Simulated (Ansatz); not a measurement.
**SnNH₅Cl₂: molecular dynamics (part 1 of 4)**

System: SnNH₅Cl₂.
Method: RKS CAM-B3LYP-D4/def2-SVP (Ansatz 0.2.0).

It belongs to a series of runs on one base structure; here: dynamics from the highest image of the converged band.

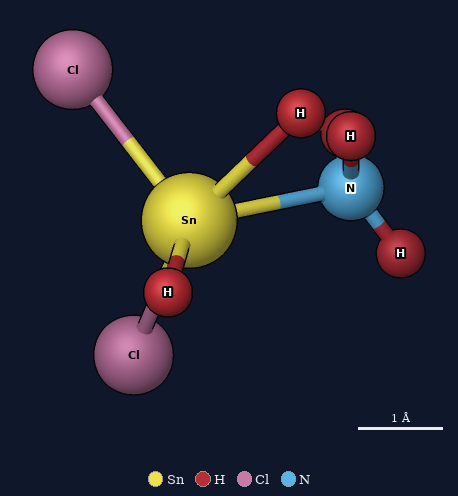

The structure as given in the input (ball-and-stick view, seen at a tilt). Sticks mark near contacts. Bond lengths as drawn: Cl–Sn 2.33 to 2.38 Å, H–N 1.02 to 1.31 Å, H–Sn 1.70 to 2.15 Å and N–Sn 2.16 Å.

Key numbers

| quantity | value |
| --- | --- |
| outcome | finished |
| mean temperature over the second half | 1343 K |
| trajectory | 200 steps, 100 fs |
| ensemble | nve |
| temperature in the input | 100.0 K |
| time step | 0.5 fs |
| potential energy (last step) | −32440.0858 eV |
| mean-field energy (last step) | −32439.9043 eV |
| largest force (length of the vector) (last step) | 2.756 eV/Å |
| hardware | 4 threads of Arm Neoverse V1, 24 GiB of memory available, shared host |
| wall time | 6.3 min (CPU time 23 min) |
| peak memory | 0.29 GiB |

Remarks

So short a trajectory is not equilibrated.

Input
```yaml
crystal:
  periodic: [false, false, false]
  atoms:
    - { symbol: Sn, position_ang: [0.248634, 0.277413, -0.108411] }
    - { symbol: H, position_ang: [-0.655558, 0.634346, 1.810367] }
    - { symbol: Cl, position_ang: [1.966225, 0.210263, -1.750533] }
    - { symbol: Cl, position_ang: [-1.378941, 1.558621, -1.182517] }
    - { symbol: H, position_ang: [-0.025402, -1.37567, 0.150473] }
    - { symbol: "N", position_ang: [1.31046, 1.577715, 1.243696] }
    - { symbol: H, position_ang: [2.289152, 1.377326, 1.469992] }
    - { symbol: H, position_ang: [1.244191, 2.558468, 0.954782] }
    - { symbol: H, position_ang: [0.254539, 1.171219, 1.894451] }
basis:
  gaussian: { orbitals: def2-SVP }
hamiltonian:
  xc: cam_b3lyp
  dispersion: d4
md:
  timestep: 0.5
  n_steps: 200
  ensemble: nve
  temperature: 100.0
  initial_velocities: maxwell_boltzmann
  seed: 5491
```

Run as:
```bash
ansatz run input.yaml --threads 4 --pin off --max-ram 5120MiB --backend cpu --events-out ev --progress --plain --runs-dir out
```

The program's output
```
Engine: ansatz 0.2.0, aarch64-unknown-linux-gnu
Functional definition: CAM-B3LYP
  parameter alpha = 0.19
  parameter beta = 0.46
  parameter omega = 0.33/bohr
  parameter ac = 0.81
  exchange = (1 - alpha - beta)*b88_x + beta*b88_x_sr(omega) + alpha*exact_x + beta*exact_x_lr(omega)
  correlation = (1 - ac)*vwn5_c + ac*lyp_c
1138 factors; integrals over basis functions are off by at most 4.9e-4 eV
346 factors; integrals over basis functions are off by at most 6.5e-7 eV
mean field evaluation 1: about -32434.2233 eV, gradient 4.6e1 eV
mean field evaluation 2: about -32431.3052 eV, gradient 5.8e1 eV
mean field evaluation 4: about -32438.7060 eV, gradient 2.0e0 eV
mean field evaluation 8: about -32438.7426 eV, gradient 8.0e-2 eV
mean field evaluation 16: about -32438.7426 eV, gradient 2.4e-5 eV
mean field -32438.74264468 eV, -1192.1018044226 hartree, gradient 2.4e-5 eV, S^2 0.000000; 0 other end points of the search recorded, 0 dependent functions left out
the calculation of the forces begins
reference -32438.74277509 eV, -1192.1018092148 hartree; 34, 34 occupied and 67, 67 virtual orbitals, 1138 factors
md step     0: t =     0.00 fs  T =   100.0 K  F+E_penalty+E_count = -32438.96227623 eV  E_kin = 0.090482 eV  conserved = -32438.87179423 eV  (28 SCF iters)
these checks for a lower state are left out or cut short: starts, cluster_reference, orbital_swaps, neighbouring_geometries, increment
1138 factors; integrals over basis functions are off by at most 4.9e-4 eV
346 factors; integrals over basis functions are off by at most 6.5e-7 eV
mean field -32438.74246697 eV, -1192.1017978920 hartree, gradient 2.2e-5 eV, S^2 0.000000; 0 other end points of the search recorded, 0 dependent functions left out
the calculation of the forces begins
reference -32438.74259732 eV, -1192.1018026819 hartree; 34, 34 occupied and 67, 67 virtual orbitals, 1138 factors
md step     1: t =     0.50 fs  T =    99.2 K  F+E_penalty+E_count = -32438.96158396 eV  E_kin = 0.089793 eV  conserved = -32438.87179080 eV  (26 SCF iters)
[... from here on the SCF iterations and repeated set-up lines of each step are left out, up to the last step ...]
md step     2: t =     1.00 fs  T =    96.9 K  F+E_penalty+E_count = -32438.95949256 eV  E_kin = 0.087715 eV  conserved = -32438.87177713 eV  (26 SCF iters)
md step     3: t =     1.50 fs  T =    93.4 K  F+E_penalty+E_count = -32438.95622171 eV  E_kin = 0.084466 eV  conserved = -32438.87175570 eV  (26 SCF iters)
md step     4: t =     2.00 fs  T =    88.8 K  F+E_penalty+E_count = -32438.95211105 eV  E_kin = 0.080381 eV  conserved = -32438.87173011 eV  (26 SCF iters)
md step     5: t =     2.50 fs  T =    83.8 K  F+E_penalty+E_count = -32438.94756546 eV  E_kin = 0.075861 eV  conserved = -32438.87170423 eV  (26 SCF iters)
md step     6: t =     3.00 fs  T =    78.8 K  F+E_penalty+E_count = -32438.94299436 eV  E_kin = 0.071313 eV  conserved = -32438.87168140 eV  (26 SCF iters)
md step     7: t =     3.50 fs  T =    74.2 K  F+E_penalty+E_count = -32438.93875923 eV  E_kin = 0.067095 eV  conserved = -32438.87166419 eV  (26 SCF iters)
md step     8: t =     4.00 fs  T =    70.2 K  F+E_penalty+E_count = -32438.93513721 eV  E_kin = 0.063484 eV  conserved = -32438.87165299 eV  (26 SCF iters)
md step     9: t =     4.50 fs  T =    67.0 K  F+E_penalty+E_count = -32438.93230867 eV  E_kin = 0.060661 eV  conserved = -32438.87164784 eV  (26 SCF iters)
md step    10: t =     5.00 fs  T =    64.9 K  F+E_penalty+E_count = -32438.93035966 eV  E_kin = 0.058712 eV  conserved = -32438.87164727 eV  (26 SCF iters)
md step    11: t =     5.50 fs  T =    63.7 K  F+E_penalty+E_count = -32438.92929922 eV  E_kin = 0.057649 eV  conserved = -32438.87165040 eV  (27 SCF iters)
md step    12: t =     6.00 fs  T =    63.5 K  F+E_penalty+E_count = -32438.92907817 eV  E_kin = 0.057422 eV  conserved = -32438.87165584 eV  (26 SCF iters)
md step    13: t =     6.50 fs  T =    64.0 K  F+E_penalty+E_count = -32438.92961081 eV  E_kin = 0.057949 eV  conserved = -32438.87166195 eV  (26 SCF iters)
md step    14: t =     7.00 fs  T =    65.4 K  F+E_penalty+E_count = -32438.93079838 eV  E_kin = 0.059131 eV  conserved = -32438.87166699 eV  (26 SCF iters)
md step    15: t =     7.50 fs  T =    67.3 K  F+E_penalty+E_count = -32438.93255804 eV  E_kin = 0.060890 eV  conserved = -32438.87166847 eV  (26 SCF iters)
md step    16: t =     8.00 fs  T =    69.8 K  F+E_penalty+E_count = -32438.93486240 eV  E_kin = 0.063199 eV  conserved = -32438.87166325 eV  (26 SCF iters)
md step    17: t =     8.50 fs  T =    73.1 K  F+E_penalty+E_count = -32438.93778969 eV  E_kin = 0.066142 eV  conserved = -32438.87164780 eV  (26 SCF iters)
md step    18: t =     9.00 fs  T =    77.3 K  F+E_penalty+E_count = -32438.94158002 eV  E_kin = 0.069961 eV  conserved = -32438.87161882 eV  (26 SCF iters)
md step    19: t =     9.50 fs  T =    83.0 K  F+E_penalty+E_count = -32438.94668860 eV  E_kin = 0.075115 eV  conserved = -32438.87157369 eV  (26 SCF iters)
md step    20: t =    10.00 fs  T =    91.0 K  F+E_penalty+E_count = -32438.95382739 eV  E_kin = 0.082316 eV  conserved = -32438.87151173 eV  (32 SCF iters)
md step    21: t =    10.50 fs  T =   102.3 K  F+E_penalty+E_count = -32438.96398422 eV  E_kin = 0.092550 eV  conserved = -32438.87143378 eV  (29 SCF iters)
md step    22: t =    11.00 fs  T =   118.3 K  F+E_penalty+E_count = -32438.97841443 eV  E_kin = 0.107070 eV  conserved = -32438.87134399 eV  (31 SCF iters)
md step    23: t =    11.50 fs  T =   140.7 K  F+E_penalty+E_count = -32438.99858688 eV  E_kin = 0.127335 eV  conserved = -32438.87125212 eV  (32 SCF iters)
md step    24: t =    12.00 fs  T =   171.2 K  F+E_penalty+E_count = -32439.02605119 eV  E_kin = 0.154873 eV  conserved = -32438.87117866 eV  (31 SCF iters)
md step    25: t =    12.50 fs  T =   211.1 K  F+E_penalty+E_count = -32439.06215737 eV  E_kin = 0.190997 eV  conserved = -32438.87116084 eV  (31 SCF iters)
md step    26: t =    13.00 fs  T =   261.1 K  F+E_penalty+E_count = -32439.10753383 eV  E_kin = 0.236273 eV  conserved = -32438.87126086 eV  (31 SCF iters)
md step    27: t =    13.50 fs  T =   320.1 K  F+E_penalty+E_count = -32439.16123401 eV  E_kin = 0.289672 eV  conserved = -32438.87156158 eV  (31 SCF iters)
md step    28: t =    14.00 fs  T =   384.1 K  F+E_penalty+E_count = -32439.21963478 eV  E_kin = 0.347503 eV  conserved = -32438.87213199 eV  (31 SCF iters, 3 dispersion substeps)
md step    29: t =    14.50 fs  T =   445.1 K  F+E_penalty+E_count = -32439.27563111 eV  E_kin = 0.402697 eV  conserved = -32438.87293421 eV  (30 SCF iters, 3 dispersion substeps)
md step    30: t =    15.00 fs  T =   492.7 K  F+E_penalty+E_count = -32439.31947269 eV  E_kin = 0.445785 eV  conserved = -32438.87368747 eV  (31 SCF iters, 3 dispersion substeps)
md step    31: t =    15.50 fs  T =   518.6 K  F+E_penalty+E_count = -32439.34305038 eV  E_kin = 0.469218 eV  conserved = -32438.87383209 eV  (31 SCF iters, 3 dispersion substeps)
md step    32: t =    16.00 fs  T =   524.8 K  F+E_penalty+E_count = -32439.34771292 eV  E_kin = 0.474831 eV  conserved = -32438.87288187 eV  (30 SCF iters, 3 dispersion substeps)
md step    33: t =    16.50 fs  T =   529.3 K  F+E_penalty+E_count = -32439.35014270 eV  E_kin = 0.478950 eV  conserved = -32438.87119272 eV  (31 SCF iters, 3 dispersion substeps)
md step    34: t =    17.00 fs  T =   559.0 K  F+E_penalty+E_count = -32439.37597244 eV  E_kin = 0.505766 eV  conserved = -32438.87020617 eV  (31 SCF iters, 3 dispersion substeps)
md step    35: t =    17.50 fs  T =   627.9 K  F+E_penalty+E_count = -32439.43927398 eV  E_kin = 0.568167 eV  conserved = -32438.87110726 eV  (31 SCF iters, 3 dispersion substeps)
md step    36: t =    18.00 fs  T =   722.1 K  F+E_penalty+E_count = -32439.52666990 eV  E_kin = 0.653366 eV  conserved = -32438.87330350 eV  (31 SCF iters, 3 dispersion substeps)
md step    37: t =    18.50 fs  T =   807.5 K  F+E_penalty+E_count = -32439.60576295 eV  E_kin = 0.730645 eV  conserved = -32438.87511756 eV  (30 SCF iters, 3 dispersion substeps)
md step    38: t =    19.00 fs  T =   854.5 K  F+E_penalty+E_count = -32439.64877515 eV  E_kin = 0.773193 eV  conserved = -32438.87558209 eV  (31 SCF iters, 3 dispersion substeps)
md step    39: t =    19.50 fs  T =   853.6 K  F+E_penalty+E_count = -32439.64726579 eV  E_kin = 0.772370 eV  conserved = -32438.87489610 eV  (30 SCF iters, 3 dispersion substeps)
md step    40: t =    20.00 fs  T =   814.2 K  F+E_penalty+E_count = -32439.61038920 eV  E_kin = 0.736671 eV  conserved = -32438.87371858 eV  (27 SCF iters, 3 dispersion substeps)
md step    41: t =    20.50 fs  T =   754.9 K  F+E_penalty+E_count = -32439.55562190 eV  E_kin = 0.683054 eV  conserved = -32438.87256787 eV  (30 SCF iters, 3 dispersion substeps)
md step    42: t =    21.00 fs  T =   695.3 K  F+E_penalty+E_count = -32439.50079666 eV  E_kin = 0.629110 eV  conserved = -32438.87168666 eV  (30 SCF iters, 3 dispersion substeps)
md step    43: t =    21.50 fs  T =   650.8 K  F+E_penalty+E_count = -32439.45999132 eV  E_kin = 0.588855 eV  conserved = -32438.87113620 eV  (30 SCF iters, 3 dispersion substeps)
md step    44: t =    22.00 fs  T =   631.4 K  F+E_penalty+E_count = -32439.44220088 eV  E_kin = 0.571288 eV  conserved = -32438.87091266 eV  (32 SCF iters, 3 dispersion substeps)
md step    45: t =    22.50 fs  T =   641.2 K  F+E_penalty+E_count = -32439.45115525 eV  E_kin = 0.580139 eV  conserved = -32438.87101595 eV  (32 SCF iters, 3 dispersion substeps)
md step    46: t =    23.00 fs  T =   678.3 K  F+E_penalty+E_count = -32439.48523576 eV  E_kin = 0.613764 eV  conserved = -32438.87147219 eV  (32 SCF iters, 3 dispersion substeps)
md step    47: t =    23.50 fs  T =   734.8 K  F+E_penalty+E_count = -32439.53716600 eV  E_kin = 0.664857 eV  conserved = -32438.87230914 eV  (32 SCF iters, 3 dispersion substeps)
md step    48: t =    24.00 fs  T =   796.2 K  F+E_penalty+E_count = -32439.59388287 eV  E_kin = 0.720406 eV  conserved = -32438.87347720 eV  (32 SCF iters, 3 dispersion substeps)
md step    49: t =    24.50 fs  T =   843.4 K  F+E_penalty+E_count = -32439.63782111 eV  E_kin = 0.763112 eV  conserved = -32438.87470938 eV  (31 SCF iters, 3 dispersion substeps)
md step    50: t =    25.00 fs  T =   857.9 K  F+E_penalty+E_count = -32439.65161009 eV  E_kin = 0.776213 eV  conserved = -32438.87539695 eV  (31 SCF iters, 3 dispersion substeps)
md step    51: t =    25.50 fs  T =   832.0 K  F+E_penalty+E_count = -32439.62758496 eV  E_kin = 0.752840 eV  conserved = -32438.87474488 eV  (31 SCF iters, 3 dispersion substeps)
md step    52: t =    26.00 fs  T =   780.7 K  F+E_penalty+E_count = -32439.57892260 eV  E_kin = 0.706371 eV  conserved = -32438.87255149 eV  (31 SCF iters, 3 dispersion substeps)
md step    53: t =    26.50 fs  T =   741.1 K  F+E_penalty+E_count = -32439.54072809 eV  E_kin = 0.670583 eV  conserved = -32438.87014507 eV  (32 SCF iters, 3 dispersion substeps)
md step    54: t =    27.00 fs  T =   751.0 K  F+E_penalty+E_count = -32439.54925759 eV  E_kin = 0.679545 eV  conserved = -32438.86971233 eV  (32 SCF iters, 3 dispersion substeps)
md step    55: t =    27.50 fs  T =   816.7 K  F+E_penalty+E_count = -32439.61073562 eV  E_kin = 0.738933 eV  conserved = -32438.87180306 eV  (31 SCF iters, 3 dispersion substeps)
md step    56: t =    28.00 fs  T =   905.3 K  F+E_penalty+E_count = -32439.69374970 eV  E_kin = 0.819178 eV  conserved = -32438.87457192 eV  (31 SCF iters, 3 dispersion substeps)
md step    57: t =    28.50 fs  T =   971.6 K  F+E_penalty+E_count = -32439.75516419 eV  E_kin = 0.879115 eV  conserved = -32438.87604904 eV  (30 SCF iters, 3 dispersion substeps)
md step    58: t =    29.00 fs  T =   987.5 K  F+E_penalty+E_count = -32439.76938035 eV  E_kin = 0.893543 eV  conserved = -32438.87583743 eV  (28 SCF iters, 3 dispersion substeps)
md step    59: t =    29.50 fs  T =   952.2 K  F+E_penalty+E_count = -32439.73618975 eV  E_kin = 0.861560 eV  conserved = -32438.87462943 eV  (31 SCF iters, 3 dispersion substeps)
md step    60: t =    30.00 fs  T =   882.7 K  F+E_penalty+E_count = -32439.67183948 eV  E_kin = 0.798642 eV  conserved = -32438.87319762 eV  (31 SCF iters, 3 dispersion substeps)
md step    61: t =    30.50 fs  T =   801.8 K  F+E_penalty+E_count = -32439.59746711 eV  E_kin = 0.725484 eV  conserved = -32438.87198320 eV  (32 SCF iters, 3 dispersion substeps)
md step    62: t =    31.00 fs  T =   730.2 K  F+E_penalty+E_count = -32439.53180113 eV  E_kin = 0.660656 eV  conserved = -32438.87114541 eV  (32 SCF iters, 3 dispersion substeps)
md step    63: t =    31.50 fs  T =   682.3 K  F+E_penalty+E_count = -32439.48810918 eV  E_kin = 0.617398 eV  conserved = -32438.87071074 eV  (32 SCF iters, 3 dispersion substeps)
md step    64: t =    32.00 fs  T =   666.1 K  F+E_penalty+E_count = -32439.47335913 eV  E_kin = 0.602676 eV  conserved = -32438.87068298 eV  (31 SCF iters, 3 dispersion substeps)
md step    65: t =    32.50 fs  T =   681.8 K  F+E_penalty+E_count = -32439.48798600 eV  E_kin = 0.616903 eV  conserved = -32438.87108260 eV  (32 SCF iters, 3 dispersion substeps)
md step    66: t =    33.00 fs  T =   722.5 K  F+E_penalty+E_count = -32439.52562948 eV  E_kin = 0.653699 eV  conserved = -32438.87193057 eV  (32 SCF iters, 3 dispersion substeps)
md step    67: t =    33.50 fs  T =   773.6 K  F+E_penalty+E_count = -32439.57311617 eV  E_kin = 0.699950 eV  conserved = -32438.87316585 eV  (32 SCF iters, 3 dispersion substeps)
md step    68: t =    34.00 fs  T =   815.0 K  F+E_penalty+E_count = -32439.61195087 eV  E_kin = 0.737454 eV  conserved = -32438.87449655 eV  (31 SCF iters, 3 dispersion substeps)
md step    69: t =    34.50 fs  T =   826.9 K  F+E_penalty+E_count = -32439.62345528 eV  E_kin = 0.748193 eV  conserved = -32438.87526193 eV  (32 SCF iters, 3 dispersion substeps)
md step    70: t =    35.00 fs  T =   800.7 K  F+E_penalty+E_count = -32439.59908080 eV  E_kin = 0.724476 eV  conserved = -32438.87460521 eV  (32 SCF iters, 3 dispersion substeps)
md step    71: t =    35.50 fs  T =   751.6 K  F+E_penalty+E_count = -32439.55236512 eV  E_kin = 0.680038 eV  conserved = -32438.87232719 eV  (32 SCF iters, 3 dispersion substeps)
md step    72: t =    36.00 fs  T =   718.3 K  F+E_penalty+E_count = -32439.51979019 eV  E_kin = 0.649913 eV  conserved = -32438.86987768 eV  (32 SCF iters, 3 dispersion substeps)
md step    73: t =    36.50 fs  T =   739.0 K  F+E_penalty+E_count = -32439.53822469 eV  E_kin = 0.668691 eV  conserved = -32438.86953397 eV  (32 SCF iters, 3 dispersion substeps)
md step    74: t =    37.00 fs  T =   818.8 K  F+E_penalty+E_count = -32439.61262611 eV  E_kin = 0.740912 eV  conserved = -32438.87171455 eV  (32 SCF iters, 3 dispersion substeps)
md step    75: t =    37.50 fs  T =   923.9 K  F+E_penalty+E_count = -32439.71033780 eV  E_kin = 0.835935 eV  conserved = -32438.87440290 eV  (32 SCF iters, 3 dispersion substeps)
md step    76: t =    38.00 fs  T =  1009.8 K  F+E_penalty+E_count = -32439.78940452 eV  E_kin = 0.913715 eV  conserved = -32438.87568970 eV  (28 SCF iters, 3 dispersion substeps)
md step    77: t =    38.50 fs  T =  1051.8 K  F+E_penalty+E_count = -32439.82707089 eV  E_kin = 0.951696 eV  conserved = -32438.87537525 eV  (31 SCF iters, 3 dispersion substeps)
md step    78: t =    39.00 fs  T =  1050.6 K  F+E_penalty+E_count = -32439.82482844 eV  E_kin = 0.950572 eV  conserved = -32438.87425613 eV  (32 SCF iters, 3 dispersion substeps)
md step    79: t =    39.50 fs  T =  1022.0 K  F+E_penalty+E_count = -32439.79781553 eV  E_kin = 0.924753 eV  conserved = -32438.87306279 eV  (32 SCF iters, 3 dispersion substeps)
md step    80: t =    40.00 fs  T =   985.4 K  F+E_penalty+E_count = -32439.76373278 eV  E_kin = 0.891610 eV  conserved = -32438.87212262 eV  (32 SCF iters, 3 dispersion substeps)
md step    81: t =    40.50 fs  T =   956.8 K  F+E_penalty+E_count = -32439.73718732 eV  E_kin = 0.865692 eV  conserved = -32438.87149522 eV  (32 SCF iters, 3 dispersion substeps)
md step    82: t =    41.00 fs  T =   947.1 K  F+E_penalty+E_count = -32439.72815521 eV  E_kin = 0.856987 eV  conserved = -32438.87116776 eV  (32 SCF iters, 3 dispersion substeps)
md step    83: t =    41.50 fs  T =   962.2 K  F+E_penalty+E_count = -32439.74181766 eV  E_kin = 0.870659 eV  conserved = -32438.87115857 eV  (32 SCF iters, 3 dispersion substeps)
md step    84: t =    42.00 fs  T =  1002.0 K  F+E_penalty+E_count = -32439.77817505 eV  E_kin = 0.906646 eV  conserved = -32438.87152920 eV  (32 SCF iters, 3 dispersion substeps)
md step    85: t =    42.50 fs  T =  1059.8 K  F+E_penalty+E_count = -32439.83121495 eV  E_kin = 0.958883 eV  conserved = -32438.87233170 eV  (32 SCF iters, 3 dispersion substeps)
md step    86: t =    43.00 fs  T =  1121.7 K  F+E_penalty+E_count = -32439.88844486 eV  E_kin = 1.014945 eV  conserved = -32438.87349992 eV  (32 SCF iters, 3 dispersion substeps)
md step    87: t =    43.50 fs  T =  1169.0 K  F+E_penalty+E_count = -32439.93244827 eV  E_kin = 1.057750 eV  conserved = -32438.87469858 eV  (32 SCF iters, 3 dispersion substeps)
md step    88: t =    44.00 fs  T =  1184.0 K  F+E_penalty+E_count = -32439.94657664 eV  E_kin = 1.071335 eV  conserved = -32438.87524123 eV  (32 SCF iters, 3 dispersion substeps)
md step    89: t =    44.50 fs  T =  1161.6 K  F+E_penalty+E_count = -32439.92542745 eV  E_kin = 1.051047 eV  conserved = -32438.87438037 eV  (32 SCF iters, 3 dispersion substeps)
md step    90: t =    45.00 fs  T =  1119.4 K  F+E_penalty+E_count = -32439.88501765 eV  E_kin = 1.012838 eV  conserved = -32438.87217916 eV  (32 SCF iters, 3 dispersion substeps)
md step    91: t =    45.50 fs  T =  1094.0 K  F+E_penalty+E_count = -32439.86005950 eV  E_kin = 0.989883 eV  conserved = -32438.87017689 eV  (32 SCF iters, 3 dispersion substeps)
md step    92: t =    46.00 fs  T =  1116.7 K  F+E_penalty+E_count = -32439.88067808 eV  E_kin = 1.010453 eV  conserved = -32438.87022523 eV  (32 SCF iters, 3 dispersion substeps)
md step    93: t =    46.50 fs  T =  1186.9 K  F+E_penalty+E_count = -32439.94620005 eV  E_kin = 1.073931 eV  conserved = -32438.87226893 eV  (32 SCF iters, 3 dispersion substeps)
md step    94: t =    47.00 fs  T =  1272.5 K  F+E_penalty+E_count = -32440.02583938 eV  E_kin = 1.151383 eV  conserved = -32438.87445598 eV  (27 SCF iters, 3 dispersion substeps)
md step    95: t =    47.50 fs  T =  1336.7 K  F+E_penalty+E_count = -32440.08487794 eV  E_kin = 1.209501 eV  conserved = -32438.87537736 eV  (31 SCF iters, 3 dispersion substeps)
md step    96: t =    48.00 fs  T =  1360.7 K  F+E_penalty+E_count = -32440.10620097 eV  E_kin = 1.231157 eV  conserved = -32438.87504417 eV  (31 SCF iters, 3 dispersion substeps)
md step    97: t =    48.50 fs  T =  1346.0 K  F+E_penalty+E_count = -32440.09198327 eV  E_kin = 1.217848 eV  conserved = -32438.87413521 eV  (31 SCF iters, 3 dispersion substeps)
md step    98: t =    49.00 fs  T =  1305.6 K  F+E_penalty+E_count = -32440.05450738 eV  E_kin = 1.181321 eV  conserved = -32438.87318589 eV  (31 SCF iters, 3 dispersion substeps)
```
